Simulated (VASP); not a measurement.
Input:

```xyz
1
Lattice="-2.7805 2.7805 2.7805 2.7805 -2.7805 2.7805 2.7805 2.7805 -2.7805" Properties=species:S:1:pos:R:3 pbc="T T T"
Rb     0.0000     0.0000     0.0000
```

Method: PBE GGA with D3 dispersion (Becke-Johnson damping), VASP's PBE PAW potentials (set 64) (plane waves; VASP). Run with 520 eV cut-off, 10×10×10 Γ-centred mesh, tetrahedra with Blöchl corrections, potentials Rb_sv.

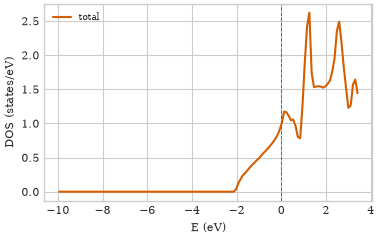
*Total and projected density of states, zero at the Fermi level*

Within 2 eV below the Fermi level the largest weight inside VASP's projection spheres is Rb s, then Rb p.

It has no gap at this level: it comes out as a metal or semimetal.

The compound is Rb in the bcc structure. It was relaxed first.
